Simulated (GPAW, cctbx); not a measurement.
# Bonding in (KCl)3(SnTe)3 as X-rays see it

Question: by how much does bonding change the X-ray structure factors of (KCl)3(SnTe)3, and what does a routine refinement make of it?

The cell is a (KCl)3(SnTe)3 superlattice along [001] of the rock-salt type, started at the mean lattice constant and relaxed freely, with no substrate. All numbers below are calculated.

## Step 1: Relax the structure

The density hangs on the geometry, so cell and atoms are relaxed first, with the symmetry held. The cutoff is set higher than for the density because stress converges slowly with plane waves.

Settings: GPAW 26.7.0, PBE, 570 eV, 5×5×2 k-points (along the axes of the calculation cell), Fermi–Dirac width 0.1 eV, BFGS to 0.03 eV/Å.

```text
cell
1.0
     4.521947866    0.000000000    0.000000000
     0.000000000    4.521947866    0.000000000
     0.000000000    0.000000000   19.185000000
K Cl Sn Te
3 3 3 3
Direct
0.000000000 0.000000000 0.833333333
0.500000000 0.500000000 0.000000000
0.000000000 0.000000000 0.166666667
0.500000000 0.500000000 0.833333333
0.000000000 0.000000000 0.000000000
0.500000000 0.500000000 0.166666667
0.500000000 0.500000000 0.333333333
0.000000000 0.000000000 0.500000000
0.500000000 0.500000000 0.666666667
0.000000000 0.000000000 0.333333333
0.500000000 0.500000000 0.500000000
0.000000000 0.000000000 0.666666667
```

```console
$ OMP_NUM_THREADS=1 mpirun -n 4 gpaw python run.py > gpaw.log
```

```text
BFGS:    0      -43.750723        0.537103
BFGS:    1      -43.766831        0.488458
BFGS:    2      -43.863766        0.181946
BFGS:    3      -43.869599        0.173363
...
BFGS:   13      -43.906642        0.056374
BFGS:   14      -43.907985        0.034733
BFGS:   15      -43.908434        0.023942
cell  4.5151 4.5151 19.6116  90.00 90.00 90.00
volume 399.803 A^3, largest force 0.023 eV/A, largest stress 0.04 GPa
```

After 15 steps the volume has changed by +1.9 % and the energy by -0.158 eV; the largest stress left is 0.04 GPa. It took 13 min on 4 cores of Arm Neoverse V1 (shared host), peak memory 2.2 GiB.

Relaxed structure: P4/mmm (no. 123), a = 4.5151 Å, b = 4.5151 Å, c = 19.6116 Å, α = 90.00°, β = 90.00°, γ = 90.00°.

| atom | mult. | x | y | z |
| --- | --- | --- | --- | --- |
| Te1 | 2 | 0 | 0 | 0.3403 |
| Te2 | 1 | 1/2 | 1/2 | 1/2 |
| Sn1 | 2 | 1/2 | 1/2 | 0.3405 |
| Sn2 | 1 | 0 | 0 | 1/2 |
| K1 | 2 | 0 | 0 | 0.8406 |
| K2 | 1 | 1/2 | 1/2 | 0 |
| Cl1 | 2 | 1/2 | 1/2 | 0.8369 |
| Cl2 | 1 | 0 | 0 | 0 |

## Step 2: Density and charge transfer

X-rays see the whole electron density, so the PAW density is rebuilt with its core regions. Subtracting spherical free atoms from the same code cancels the cores and leaves the deformation density Δρ, the part due to bonding.

Settings: PBE, 450 eV, 6×6×2 k-points (along the axes of the calculation cell), Fermi–Dirac width 0.1 eV; primitive cell of 12 atoms.

```console
$ OMP_NUM_THREADS=1 mpirun -n 4 gpaw python run.py > gpaw.log
```

```text
|iter:   1|       0s |  -47.590568 | -0.15 |       |
|iter:   2|       6s |  -45.004187 | -1.42 | -1.27 |
|iter:   3|      13s |  -44.265873 | -1.98 | -1.36 |
...
|iter:  11|      62s |  -43.689068c| -6.88 | -4.16c|
|iter:  12|      68s |  -43.689054c| -6.63 | -4.45c|
|iter:  13|      74s |  -43.689055c| -7.80c| -4.77c|
```

```text
grid (48, 48, 192)  electrons 414.000  moved by bonding 2.164 e
deformation density beyond 0.5 A of the nuclei: max 0.052, min -0.038 e/A^3
atom        x       y       z   Voronoi charge  moment
Te1    0.0000  0.0000  0.3403     -0.195       0.00
Te2    0.5000  0.5000  0.5000     -0.156       0.00
Te3    0.0000  0.0000  0.6597     -0.195       0.00
Sn4    0.5000  0.5000  0.3405      0.237       0.00
Sn5    0.0000  0.0000  0.5000      0.167       0.00
Sn6    0.5000  0.5000  0.6595      0.237       0.00
K 7    0.0000  0.0000  0.8406      0.234       0.00
K 8    0.5000  0.5000  0.0000      0.276       0.00
K 9    0.0000  0.0000  0.1594      0.234       0.00
Cl10   0.5000  0.5000  0.8369     -0.284       0.00
Cl11   0.0000  0.0000  0.0000     -0.270       0.00
Cl12   0.5000  0.5000  0.1631     -0.284       0.00
mean inner potential of superposed free atoms 12.690 V
total magnetic moment 0.000 muB
```

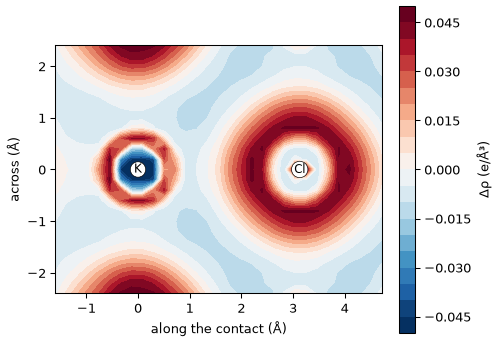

Deformation density in a plane through the shortest contact of the K atom at the origin; red gains electrons, blue loses them.

Cl gains most (-0.28 e) and K loses most (+0.25 e), in averages over each element's sites, as electronegativity suggests. Such charges fall far short of formal ones, since overlapping free atoms already put density on their neighbours. Along the shortest contact from the K atom at the map's origin, K–Cl at 3.13 Å, Δρ is +0.01 e/Å³ at the midpoint and highest, +0.05, 2.27 Å from K (points within 0.5 Å of a nucleus left out): little piles up between the atoms, as in an ionic contact (the run has a band gap). At the midpoints of other shortest contacts it is +0.04 (Te–Sn, 3.13 Å) e/Å³. Point values carry grid noise of about 0.01 e/Å³. The run needed 13 iterations, 91 s.

## Step 3: Structure factors

The Fourier components of Δρ, added to those of the free atoms, give the static X-ray structure factors; the Mott–Bethe relation turns them into the Fourier components V of the potential that fast electrons feel.

```text
static structure factors of the conventional cell: F in electrons, V (Mott-Bethe) in volts
   h  k  l      d  |F| table  |F| free   |F| DFT   change   |V| free  |V| DFT  change %
   0  0  1 19.6116   137.133   137.115   137.040   -0.076     2.122    2.455     15.7
   0  0  2  9.8058    19.919    19.924    19.933    0.009     0.574    0.563     -1.8
   0  0  3  6.5372    62.615    62.603    62.435   -0.167     0.992    1.074      8.3
   0  0  4  4.9029    34.565    34.582    34.723    0.140     0.877    0.839     -4.4
   1  0  0  4.5151     3.275     3.305     3.355    0.050     0.162    0.151     -7.1
   1  0  1  4.4000     0.667     0.668     0.584   -0.084     0.025    0.044     74.9
   1  0  2  4.1012     5.018     5.059     4.889   -0.170     0.225    0.258     14.6
   0  0  5  3.9223    94.173    94.224    93.896   -0.328     1.367    1.425      4.2
   1  0  3  3.7151     0.349     0.361     1.390    1.029     0.011    0.173        -
   1  0  4  3.3213     8.896     8.923     8.667   -0.256     0.287    0.319     11.3
   0  0  6  3.2686   341.753   341.909   342.874    0.965     7.742    7.624     -1.5
   1  1  0  3.1927   347.200   347.358   348.151    0.793     7.788    7.695     -1.2
   1  1  1  3.1512   122.442   122.509   122.126   -0.383     1.718    1.761      2.5
   1  1  2  3.0358    16.989    16.997    17.070    0.073     0.364    0.357     -2.1
```

The largest X-ray change is +1.03 e on 103, 285.0 % of |F|. For electrons V goes as (Z − F)/g², so a change of F counts against Z − F, which is small at low angle and wherever the atoms' terms cancel: |V| of 001 moves by +15.7 % (2.12 to 2.46 V) against -0.1 % in |F|. The last three rows still change by up to 0.79 e; the table stops while the angles are still low. The tabulated Hartree–Fock atoms differ from the free DFT atoms by up to 0.16 e, so the choice of reference atom matters too.

## Step 4: What a spherical-atom refinement makes of it

Routine crystallography fits spherical atoms. To see the bias, intensities are simulated from tabulated atoms plus the DFT change ΔF, so that bonding alone can misfit (18266 reflections of the full sphere, merged to the counts below, to 0.45 Å, 0.5 % proportional noise plus counting noise, assumed isotropic U as listed, Δρ smeared by the mean U) and refined with cctbx over different ranges.

```
                    range  data      R1  GooF  U Te1 (true 0.0082)  U Te2 (true 0.0082)  U Sn1 (true 0.0083)  U Sn2 (true 0.0083)  largest shift (Å)  Δρ max, min (e/Å³)
                 all data  1474  0.0064  0.93               0.0082               0.0082               0.0083               0.0083             0.0004         0.53, -0.61
 low resolution, d > 0.84   275  0.0040  0.94               0.0082               0.0082               0.0083               0.0083             0.0008         0.15, -0.15
     high order, d < 0.75  1103  0.0082  0.93               0.0082               0.0082               0.0083               0.0083             0.0004         0.42, -0.49
occupancies free, d > 0.7   452  0.0043  0.92               0.0082               0.0082               0.0083               0.0084             0.0006         0.19, -0.17
```

With all data GooF is 0.93, so at this noise the bonding hardly shows; the top residual peak lies 1.53 Å from Sn and 1.95 Å from Cl. No U is off by more than 3 s.u. at low resolution. With Te1 held at 1 and the scale free, the other occupancies refine to Te2 1.000(0.001), Sn1 1.002(0.001), Sn2 1.002(0.001) and K1 0.999(0.003), within three s.u. of full.

## Step 5: Answer

Bonding moves 2.16 e in the primitive cell of (KCl)3(SnTe)3 and changes the structure factors of the conventional cell in the table above by at most 1.03 e (103, 285.0 %), and among reflections above 2 % of the strongest by up to 2.9 % (104). The shortest bond, K–Cl, has Δρ = +0.01 e/Å³ at its midpoint, which with the charge transfer marks a mainly ionic contact. With all data GooF is 0.93, so at this noise the bonding hardly shows. Limits: static density, frozen cores, no spin–orbit coupling.

[Outputs are excerpts: Python notices, other lines and further rows are left out; steps that failed or that the build refused (PBEsol, TPSS) are not shown.]

[Logs are printed without paths, hosts, clocks, repeated set-up lines and the standing remarks that a program may print on its own settings, such as how far it seeks lower states.]
